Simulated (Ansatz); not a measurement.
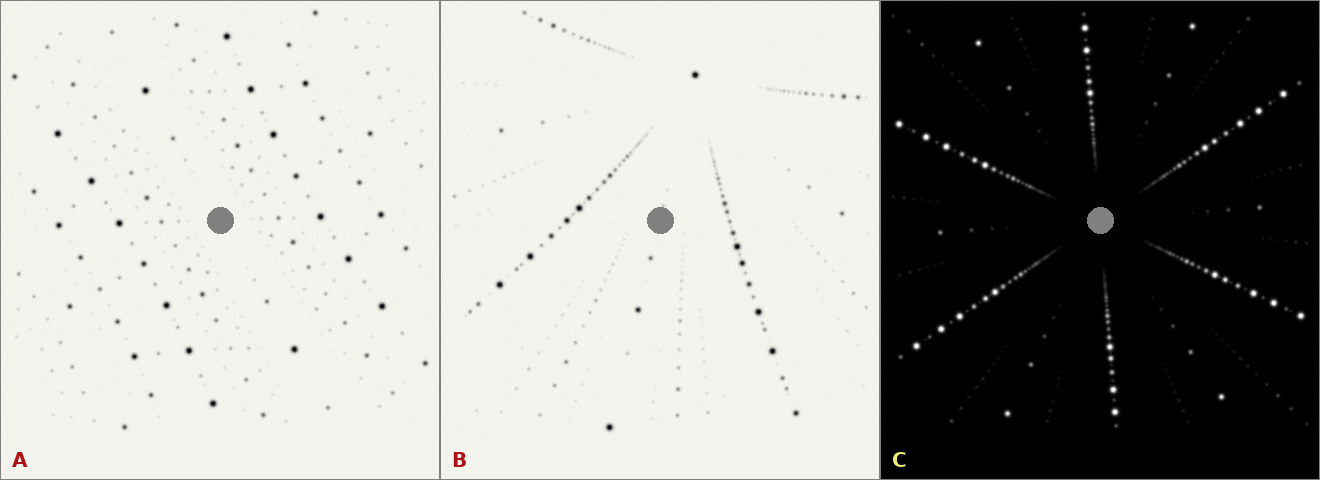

Simulated back-reflection Laue patterns (white X-rays, 0.45 to 2.2 Å, flat plate covering ±45° about the beam, kinematic intensities, seen from the source). Crystal: Co, space group P6_3/mmc (No. 194), a = 2.463 Å, c = 8.018 Å (hexagonal axes). Structure: coordinates from a relaxation with DFT, revPBE, plane waves (420 eV) with PAW, scalar-relativistic (Ansatz); the starting structure was generated, so it need not be a known form of this composition.

Q: The directions [001], [100], [101] point towards the source, in some order. Which is which?

A: A: [100], symmetry 2mm (a twofold axis with two mirror lines). B: [101], symmetry m (one mirror line). C: [001], symmetry 6mm (a sixfold axis with mirror lines). The Laue class is 6/mmm.
